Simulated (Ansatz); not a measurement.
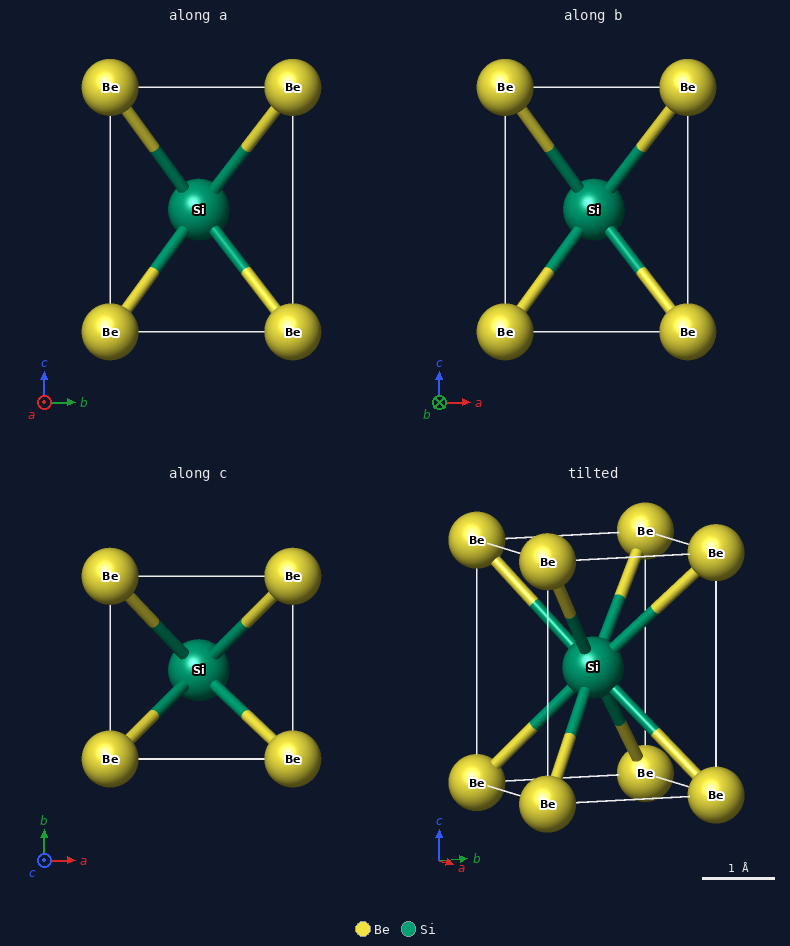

We look at a ball-and-stick model of the crystal along the a axis, along the b axis, along the c axis and slightly off an axis. The frame is the unit cell; atoms at its boundary are shown with their periodic copies.

Lattice parameters: a = 2.5557 Å, b = 2.5557 Å, c = 3.4197 Å, α = 90.000°, β = 90.000°, γ = 90.000°.

**Reconstruct the structure as a CIF in P1 with every atom of the cell, with free fractional coordinates to two decimals.**

```cif
data_structure
_symmetry_space_group_name_H-M 'P 1'
_symmetry_Int_Tables_number 1
_cell_length_a 2.5557
_cell_length_b 2.5557
_cell_length_c 3.4197
_cell_angle_alpha 90.000
_cell_angle_beta 90.000
_cell_angle_gamma 90.000
_cell_volume 22.34
loop_
_atom_site_label
_atom_site_type_symbol
_atom_site_fract_x
_atom_site_fract_y
_atom_site_fract_z
_atom_site_occupancy
Be1 Be 0.00 0.00 0.00 1
Si1 Si 0.49 0.49 0.50 1
```

Provenance: a structure type filled with these elements by a generator (whether the compound takes this form wasn't checked). The cell was then strained or its atoms displaced on purpose. It was run through Ansatz as a DFT input.
